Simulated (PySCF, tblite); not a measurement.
# C₇H₁₄N₂Si: geometry, infrared bands and NMR shifts

What infrared bands and NMR shifts should C₇H₁₄N₂Si (`C=CCN(C)[C@@H]1C=N[SiH2]C1`) show?

Computed with tblite 0.8.0 and PySCF 2.14.0, with density-fitted response routines of our own, on a single molecule in the gas phase. Atoms count from 0, in the outputs and in this text.

## Step 1: Starting geometry

24 atoms, charge 0, multiplicity 1; geometry from: force field or distance geometry start.

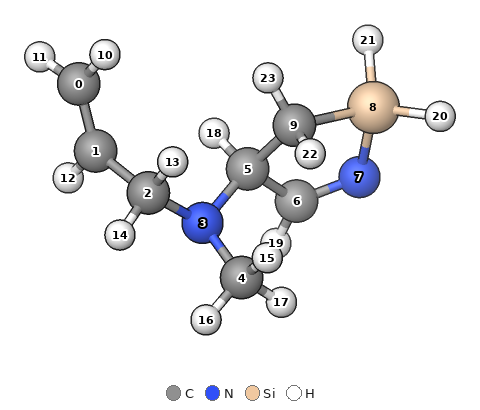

The starting geometry (carbon grey, nitrogen blue, silicon light orange, hydrogen white), atoms numbered.

## Step 2: Optimising the geometry with GFN2-xTB

Job settings and geometry (Å):

```
{"job": {"kind": "relax", "xc": "GFN2-xTB", "basis": "xTB"}, "charge": 0, "multiplicity": 1}
C      2.993500     1.298800     0.423100
C      2.546500     0.079100     0.095500
C      1.528200    -0.224100    -0.940800
N      0.393800    -0.995500    -0.417100
C     -0.390400    -1.562200    -1.507500
C     -0.413900    -0.237900     0.566100
C     -1.464000    -1.123200     1.217000
N     -2.629300    -0.663000     1.554500
Si    -2.704000     1.026800     1.104700
C     -1.166400     0.994500     0.057600
H      2.598500     2.188100    -0.069800
H      3.736000     1.436000     1.194000
H      2.965400    -0.784400     0.633000
H      1.173400     0.697600    -1.434100
H      2.030000    -0.797300    -1.716000
H     -0.783300    -0.791300    -2.177500
H      0.234800    -2.235000    -2.107100
H     -1.228700    -2.171000    -1.154500
H      0.240400     0.053700     1.413400
H     -1.185800    -2.165400     1.470700
H     -3.932600     1.325200     0.319700
H     -2.537200     1.864500     2.317900
H     -1.452200     0.909600    -0.982500
H     -0.564500     1.896100     0.147400
```

Started as:

```bash
OMP_NUM_THREADS=1 python probes_run.py task.json out
```

This one command runs all jobs of the session in turn.

Log:

```text
step      E/eV     max force
  0    -806.83204    2.505
  1    -806.93339    1.905
  2    -806.97669    0.397
  3    -806.99355    0.306
  4    -807.01359    0.274
  5    -807.02305    0.241
  6    -807.03128    0.213
  7    -807.03587    0.160
  8    -807.03964    0.157
  9    -807.04262    0.104
 10    -807.04461    0.100
 11    -807.04663    0.118
 12    -807.04864    0.143
 13    -807.05062    0.105
 14    -807.05233    0.100
 15    -807.05383    0.094
 16    -807.05520    0.097
 17    -807.05636    0.074
 18    -807.05727    0.062
 19    -807.05805    0.060
 20    -807.05892    0.077
 21    -807.06004    0.086
 22    -807.06135    0.081
 23    -807.06260    0.095
 24    -807.06357    0.073
 25    -807.06430    0.060
 26    -807.06488    0.049
 27    -807.06538    0.053
 28    -807.06579    0.043
 29    -807.06618    0.044
 30    -807.06661    0.058
 31    -807.06710    0.064
 32    -807.06754    0.049
 33    -807.06787    0.044
 34    -807.06814    0.043
 35    -807.06847    0.048
 36    -807.06891    0.067
 37    -807.06938    0.061
 38    -807.06974    0.033
 39    -807.07001    0.032
 40    -807.07026    0.035
 41    -807.07054    0.046
 42    -807.07081    0.040
 43    -807.07103    0.036
 44    -807.07121    0.030
 45    -807.07143    0.042
 46    -807.07169    0.047
 47    -807.07196    0.041
 48    -807.07222    0.036
 49    -807.07248    0.032
 50    -807.07278    0.046
 51    -807.07309    0.046
 52    -807.07336    0.029
 53    -807.07355    0.032
 54    -807.07369    0.028
 55    -807.07383    0.025
 56    -807.07396    0.023
 57    -807.07409    0.024
 58    -807.07421    0.025
 59    -807.07431    0.020
 60    -807.07440    0.021
 61    -807.07447    0.018
 62    -807.07453    0.018
 63    -807.07459    0.016
 64    -807.07465    0.016
 65    -807.07471    0.015
 66    -807.07475    0.015
 67    -807.07480    0.012
 68    -807.07484    0.014
 69    -807.07489    0.014
 70    -807.07493    0.012
 71    -807.07496    0.011
 72    -807.07498    0.011
 73    -807.07501    0.012
 74    -807.07504    0.011
 75    -807.07506    0.010
 76    -807.07508    0.009
```

Run time: 0.82 s. Hardware: 1 thread of Arm Neoverse V1, shared host.

Relaxation path: (not every step is listed)

| step | energy from step 0 (eV) | largest force (eV/Å) |
| --- | --- | --- |
| 0 | 0.0000 | 2.5053 |
| 1 | -0.1014 | 1.9049 |
| 2 | -0.1446 | 0.3969 |
| 3 | -0.1615 | 0.3060 |
| 4 | -0.1816 | 0.2735 |
| 5 | -0.1910 | 0.2406 |
| 6 | -0.1992 | 0.2133 |
| 7 | -0.2038 | 0.1601 |
| 8 | -0.2076 | 0.1566 |
| 14 | -0.2203 | 0.1003 |
| 20 | -0.2269 | 0.0772 |
| 26 | -0.2328 | 0.0494 |
| 32 | -0.2355 | 0.0493 |
| 38 | -0.2377 | 0.0330 |
| 44 | -0.2392 | 0.0303 |
| 50 | -0.2407 | 0.0463 |
| 56 | -0.2419 | 0.0229 |
| 62 | -0.2425 | 0.0177 |
| 68 | -0.2428 | 0.0139 |
| 71 | -0.2429 | 0.0114 |
| 72 | -0.2429 | 0.0106 |
| 73 | -0.2430 | 0.0124 |
| 74 | -0.2430 | 0.0108 |
| 75 | -0.2430 | 0.0097 |
| 76 | -0.2430 | 0.0094 |

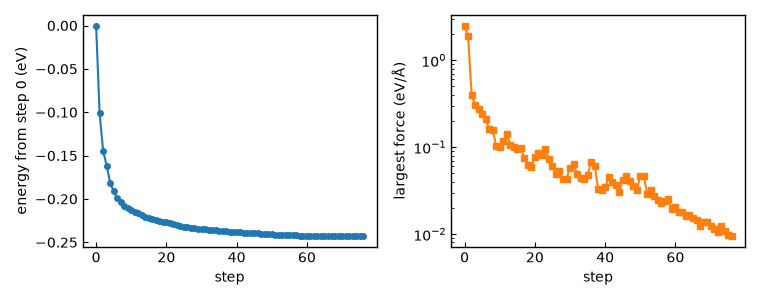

Energy and force, step by step.

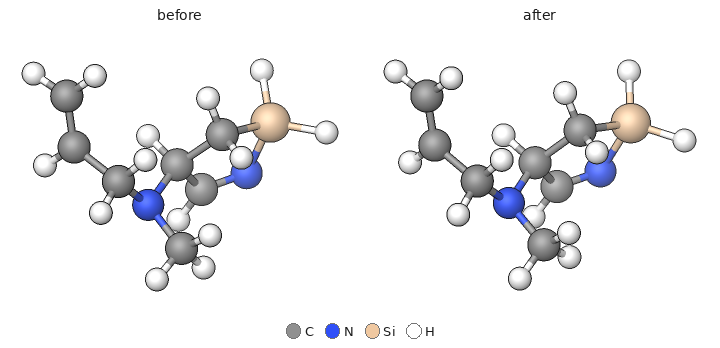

Before and after, at one scale.

Distances of close pairs at the start and the end, largest changes first:

| bond | before (Å) | after (Å) | change (Å) |
| --- | --- | --- | --- |
| Si8–C9 | 1.861 | 1.909 | +0.049 |
| C6–N7 | 1.298 | 1.259 | -0.039 |
| N3–C5 | 1.481 | 1.450 | -0.031 |
| Si8–H20 | 1.488 | 1.458 | -0.030 |
| Si8–H21 | 1.484 | 1.459 | -0.024 |
| C6–H19 | 1.108 | 1.086 | -0.022 |
| C0–C1 | 1.340 | 1.320 | -0.020 |
| C1–H12 | 1.100 | 1.082 | -0.018 |

The final coordinates are the input of the step that follows.

## Step 3: Infrared spectrum with GFN2-xTB

Job settings and geometry (Å):

```
{"job": {"kind": "ir", "xc": "GFN2-xTB", "basis": "xTB"}, "charge": 0, "multiplicity": 1}
C      2.969352     1.272314     0.397754
C      2.491116     0.067948     0.148087
C      1.535184    -0.250382    -0.958217
N      0.371924    -0.965416    -0.454337
C     -0.447640    -1.487863    -1.526690
C     -0.369364    -0.222273     0.546570
C     -1.365996    -1.115612     1.242175
N     -2.500096    -0.693805     1.589220
Si    -2.747417     0.969306     1.102211
C     -1.125890     1.046847     0.097107
H      2.691652     2.127534    -0.197524
H      3.665306     1.456229     1.198423
H      2.777753    -0.780345     0.755094
H      1.258119     0.672150    -1.497471
H      2.034388    -0.918318    -1.670105
H     -0.735162    -0.728268    -2.269690
H      0.109386    -2.270519    -2.043576
H     -1.353078    -1.922178    -1.106430
H      0.361834     0.057665     1.318889
H     -1.068175    -2.136020     1.463477
H     -3.969784     1.060203     0.312934
H     -2.740971     1.849903     2.265769
H     -1.330312     0.994039    -0.971535
H     -0.523863     1.936624     0.265422
```

Log:

```text
mode    cm-1     km/mol
  1      41.5      0.24
  2      55.8      0.62
  3      78.7      0.10
  4     112.3      0.47
  5     171.6      1.14
  6     205.1      1.05
  7     221.5      0.27
  8     249.5      0.77
  9     336.3      1.91
 10     379.1      3.74
 11     402.6      3.52
 12     440.7     25.00
 13     449.2      2.99
 14     475.9     25.07
 15     508.5      7.18
 16     569.2     58.26
 17     621.5    100.25
 18     643.4     15.86
 19     656.6     15.11
 20     759.5     39.62
 21     772.3    138.19
 22     786.0    104.88
 23     802.1    147.56
 24     853.3    122.50
 25     896.7     18.44
 26     905.5      2.36
 27     915.7     10.41
 28     961.9      7.34
 29     980.2      2.40
 30    1028.4     26.18
 31    1049.5      9.58
 32    1062.9     65.59
 33    1097.8      2.06
 34    1103.9      7.18
 35    1144.8      9.33
 36    1152.7     11.27
 37    1189.2     17.71
 38    1207.8     13.84
 39    1238.2      7.93
 40    1247.9     12.08
 41    1256.9     19.46
 42    1276.3     10.04
 43    1307.0      8.85
 44    1337.7      8.08
 45    1415.6      0.14
 46    1418.2      0.34
 47    1468.1      0.67
 48    1481.7      3.58
 49    1486.7      2.89
 50    1505.2      3.81
 51    1692.3    187.25
 52    1718.2      6.16
 53    2294.8    407.89
 54    2310.6    237.02
 55    2817.3     61.92
 56    2852.0     76.72
 57    2878.2     26.59
 58    2923.1     45.81
 59    2992.6     39.11
 60    2996.8     48.32
 61    2999.4     50.94
 62    3017.7     19.33
 63    3024.3     34.38
 64    3065.1     25.01
 65    3094.8     25.10
 66    3124.4     48.61
```

Run time: 1.3 s. Hardware: 1 thread of Arm Neoverse V1, shared host.

Which atoms move in the most intense modes:

| cm⁻¹ | km/mol | atoms |
| --- | --- | --- |
| 622 | 100.2 | H20 40 %, H21 37 % |
| 772 | 138.2 | C9 34 %, Si8 21 %, H22 16 % |
| 786 | 104.9 | H23 24 %, C9 21 %, H21 14 % |
| 802 | 147.6 | N7 18 %, Si8 14 %, H19 13 % |
| 853 | 122.5 | N7 23 %, C6 19 %, C9 17 %, H19 17 % |
| 1692 | 187.2 | C6 55 %, N7 43 % |
| 2295 | 407.9 | H21 86 %, H20 10 % |
| 2311 | 237.0 | H20 86 %, H21 11 % |

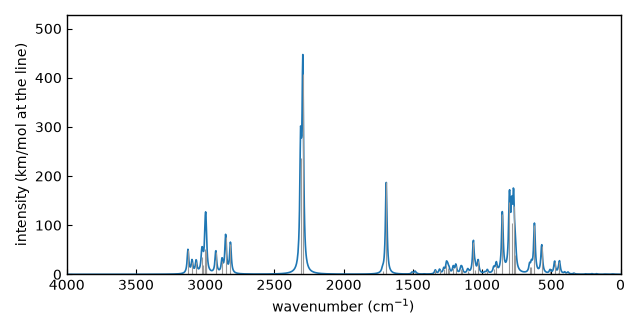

The infrared spectrum from these modes, unscaled. Lines are broadened to a width of 14 cm⁻¹ (Lorentzian).

## Step 4: Shielding tensors: PBE0/pcSseg-1

The job, as its differences from that of step 3:

```diff
@@ -1,2 +1,2 @@
-{"job": {"kind": "ir", "xc": "GFN2-xTB", "basis": "xTB"}, "charge": 0, "multiplicity": 1}
+{"job": {"kind": "nmr", "xc": "PBE0", "basis": "pcSseg-1"}, "charge": 0, "multiplicity": 1}
 C      2.969352     1.272314     0.397754
```

Level: GIAO PBE0/pcSseg-1 NMR shielding, non-relativistic, gas phase.

Log:

```text
coarse grid: 20032 points
cycle   1  E = -673.3478657225  dE =  1.302e+00  |g| = 5.517e-01  |ddm| = 4.427e+00
cycle   2  E = -673.2871099926  dE =  6.076e-02  |g| = 7.710e-01  |ddm| = 1.276e+00
cycle   3  E = -673.4194043830  dE = -1.323e-01  |g| = 1.553e-01  |ddm| = 8.146e-01
cycle   4  E = -673.4244865146  dE = -5.082e-03  |g| = 4.640e-02  |ddm| = 1.734e-01
cycle   5  E = -673.4249750873  dE = -4.886e-04  |g| = 1.260e-02  |ddm| = 6.132e-02
cycle   6  E = -673.4250084414  dE = -3.335e-05  |g| = 4.071e-03  |ddm| = 1.571e-02
cycle   7  E = -673.4250120570  dE = -3.616e-06  |g| = 1.079e-03  |ddm| = 4.141e-03
final grid: 187576 points
cycle   8  E = -673.4824069563  dE = -6.016e-05  |g| = 9.108e-03  |ddm| = 4.107e-02
cycle   9  E = -673.4824013136  dE =  5.643e-06  |g| = 1.032e-02  |ddm| = 1.907e-02
cycle  10  E = -673.4824283875  dE = -2.707e-05  |g| = 9.130e-04  |ddm| = 1.036e-02
cycle  11  E = -673.4824285656  dE = -1.781e-07  |g| = 2.984e-04  |ddm| = 1.040e-03
cycle  12  E = -673.4824285852  dE = -1.960e-08  |g| = 1.185e-04  |ddm| = 3.584e-04
cycle  13  E = -673.4824285885  dE = -3.322e-09  |g| = 3.690e-05  |ddm| = 1.350e-04
cycle  14  E = -673.4824285888  dE = -2.933e-10  |g| = 1.052e-05  |ddm| = 3.980e-05
converged SCF energy = -673.4824285888

GIAO shielding tensors (ppm)
atom      isotropic    diamagn.    paramagn.     s11        s22        s33       span
  0 C       62.201     254.424    -192.224    -54.488     79.870    161.220    215.707
  1 C       39.140     257.319    -218.179    -80.112     44.230    153.302    233.415
  2 C      123.732     248.701    -124.968     99.060    117.906    154.230     55.170
  3 N      216.959     327.313    -110.354    181.121    223.074    246.682     65.561
  4 C      148.203     248.824    -100.622    128.601    130.512    185.495     56.895
  5 C      112.193     251.429    -139.236     79.780    120.651    136.149     56.369
  6 C      -10.403     254.949    -265.351   -108.490    -13.957     91.239    199.729
  7 N     -120.424     329.693    -450.117   -480.867   -150.650    270.245    751.112
  8 Si     349.725     882.661    -532.935    255.127    377.601    416.448    161.321
  9 C      186.879     255.671     -68.791    174.606    184.937    201.095     26.489
 10 H       26.041      32.230      -6.189     22.147     25.812     30.163      8.016
 11 H       26.242      28.756      -2.514     22.930     25.417     30.380      7.450
 12 H       25.387      32.541      -7.154     22.443     25.326     28.391      5.948
 13 H       28.834      34.090      -5.257     26.340     27.379     32.782      6.442
 14 H       28.261      31.333      -3.072     24.049     27.361     33.373      9.324
 15 H       29.676      32.175      -2.499     25.172     28.311     35.545     10.373
 16 H       29.202      30.769      -1.566     24.460     26.834     36.313     11.852
 17 H       29.620      32.247      -2.627     24.769     28.359     35.732     10.964
 18 H       27.679      35.871      -8.192     23.588     28.312     31.138      7.550
 19 H       23.066      31.923      -8.857     20.440     22.035     26.722      6.282
 20 H       26.444      29.557      -3.112     23.242     24.356     31.734      8.492
 21 H       26.632      29.765      -3.133     23.359     24.684     31.852      8.493
 22 H       31.029      34.608      -3.580     24.699     31.665     36.722     12.024
 23 H       31.272      34.248      -2.976     25.237     30.246     38.334     13.097
```

It took 70 s on 1 thread of Arm Neoverse V1, shared host; peak memory 1.1 GiB.

Shifts follow as δ = σ(reference) − σ, with reference shieldings (ppm) from runs at the same level and on the same kind of geometry: 1H TMS 31.72, 13C TMS 186.9, 29Si TMS 349.2, 15N NH3 267.7. The references are single molecules in the gas phase, so shifts against H2O, NH3, PH3, H3PO4 or CFCl3 are not on the usual liquid scales and can be off by tens of ppm. Atoms listed in one row are averaged.

| atoms | environment | σ (ppm) | δ (ppm) | δ scaled to CDCl3 |
| --- | --- | --- | --- | --- |
| C6 | C=N carbon | -10.4 | 197.3 | 190.7 |
| C1 | alkene CH | 39.1 | 147.8 | 142.3 |
| C0 | terminal =CH2 carbon | 62.2 | 124.7 | 119.8 |
| C5 | sp3 CH bonded to N | 112.2 | 74.7 | 71.0 |
| C2 | allylic sp3 CH2 bonded to N | 123.7 | 63.2 | 59.8 |
| C4 | methyl carbon bonded to N | 148.2 | 38.7 | 35.9 |
| C9 | sp3 CH2 bonded to Si | 186.9 | 0.0 | -1.9 |
| H19 | hydrogen on a C=N carbon | 23.07 | 8.65 | 8.26 |
| H12 | hydrogen on an alkene CH | 25.39 | 6.33 | 6.07 |
| H10 | hydrogen on a terminal =CH2 carbon | 26.04 | 5.68 | 5.46 |
| H11 | hydrogen on a terminal =CH2 carbon | 26.24 | 5.47 | 5.27 |
| H20 | hydrogen on a silicon bonded to C, N, in a 5-membered ring | 26.44 | 5.27 | – |
| H21 | hydrogen on a silicon bonded to C, N, in a 5-membered ring | 26.63 | 5.09 | – |
| H18 | hydrogen on an sp3 CH bonded to N | 27.68 | 4.04 | 3.91 |
| H14 | hydrogen on an allylic sp3 CH2 bonded to N | 28.26 | 3.46 | 3.36 |
| H13 | hydrogen on an allylic sp3 CH2 bonded to N | 28.83 | 2.88 | 2.82 |
| H15, H16, H17 | hydrogen on a methyl carbon bonded to N | 29.50 | 2.22 | 2.20 |
| H22 | hydrogen on an sp3 CH2 bonded to Si | 31.03 | 0.69 | 0.75 |
| H23 | hydrogen on an sp3 CH2 bonded to Si | 31.27 | 0.44 | 0.52 |
| N7 | imine nitrogen | -120.4 | 388.2 | – |
| N3 | amine nitrogen | 217.0 | 50.8 | – |
| Si8 | silicon bonded to C, N, 2 H, in a 5-membered ring | 349.7 | -0.6 | – |

The scaled column applies a straight-line fit of computed shieldings to shifts measured in CDCl3 (root-mean-square error 0.16 ppm for H, 1.9 ppm for C).

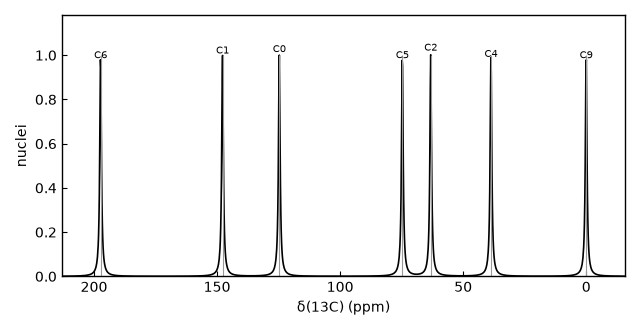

13C lines at the computed shifts, without couplings. Lines are broadened to a width of 0.79 ppm (Lorentzian).

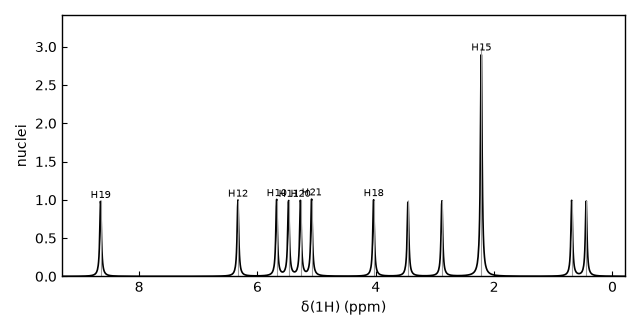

1H lines at the computed shifts, without couplings. Lines are broadened to a width of 0.03 ppm (Lorentzian).

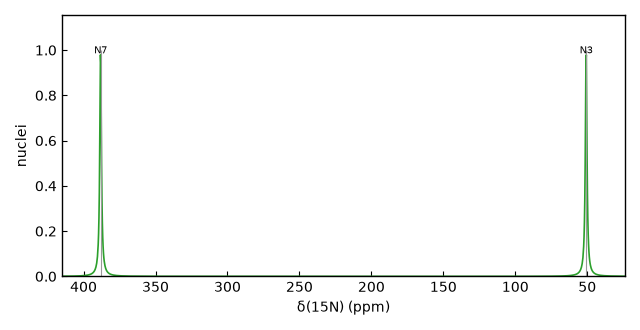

15N lines at the computed shifts, without couplings. Lines are broadened to a width of 1 ppm (Lorentzian).

Charges from the same density, by scheme (e):

| atoms | Mulliken | IAO | Hirshfeld | ESP fit |
| --- | --- | --- | --- | --- |
| C0 | -0.12 | -0.32 | -0.10 | -0.42 |
| C1 | -0.28 | -0.13 | -0.04 | -0.15 |
| C2 | 0.05 | -0.15 | -0.03 | -0.07 |
| N3 | -0.62 | -0.25 | -0.09 | -0.48 |
| C4 | -0.08 | -0.31 | -0.07 | -0.46 |
| C5 | -0.09 | -0.05 | 0.01 | 0.51 |
| C6 | 0.14 | 0.05 | 0.06 | 0.16 |
| N7 | -0.51 | -0.55 | -0.27 | -0.59 |
| Si8 | 0.75 | 0.88 | 0.38 | 0.57 |
| C9 | -0.50 | -0.59 | -0.18 | -0.51 |

Mulliken charges:

C0 -0.12; C1 -0.28; C2 0.05; N3 -0.62; C4 -0.08; C5 -0.09; C6 0.14; N7 -0.51; Si8 0.75; C9 -0.50; H10 0.11; H11 0.12; H12 0.11; H13 0.10; H14 0.13; H15 0.09; H16 0.12; H17 0.13; H18 0.16; H19 0.10; H20 -0.10; H21 -0.10; H22 0.14; H23 0.15

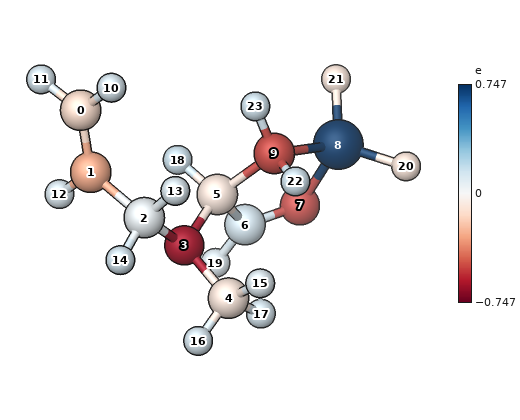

Mulliken charges, as colours on the atoms.

Mayer bond orders: C0–C1 1.96, C1–C2 1.05, C2–N3 0.95, N3–C4 0.97, N3–C5 0.95, C5–C6 0.98, C6–N7 1.93, N7–Si8 0.97, Si8–C9 0.90, C9–C5 0.99.

Ring of atoms C5, C6, N7, Si8, C9: NICS(0) -2.1, NICS(1) -4.2, NICS(1)zz -4.1 ppm (means of both faces).

## Step 5: Results

| quantity | value |
| --- | --- |
| strongest single infrared mode (GFN2-xTB) | 2295 cm⁻¹, 408 km/mol |
| zero-point energy (GFN2-xTB) | 122.3 kcal/mol |
| 13C shifts against TMS (PBE0/pcSseg-1) | 197.3, 147.8, 124.7, 74.7, 63.2, 38.7, 0.0 ppm |
| 1H shifts against TMS (PBE0/pcSseg-1, means over atoms taken as alike) | 8.65, 6.33, 5.68, 5.47, 5.27, 5.09, 4.04, 3.46, 2.88, 2.22, 0.69, 0.44 ppm |
| 15N shifts against NH3 (PBE0/pcSseg-1) | 388.2, 50.8 ppm |
| 29Si shifts against TMS (PBE0/pcSseg-1) | -0.6 ppm |

What this shows: Relaxing lowered the energy by 0.243 eV in 76 steps; the close pair that moved most is Si8–C9, from 1.861 to 1.909 Å. No mode is imaginary among the 66: a minimum at this level. The strongest single mode, at 2295 cm⁻¹, moves mainly H21. GFN2-xTB is a fitted tight-binding method: band positions and strengths are rough. Its intensities can rank the bands wrongly. At PBE0/pcSseg-1: The largest span, 751 ppm, is at N7, where the paramagnetic term is -450 ppm.
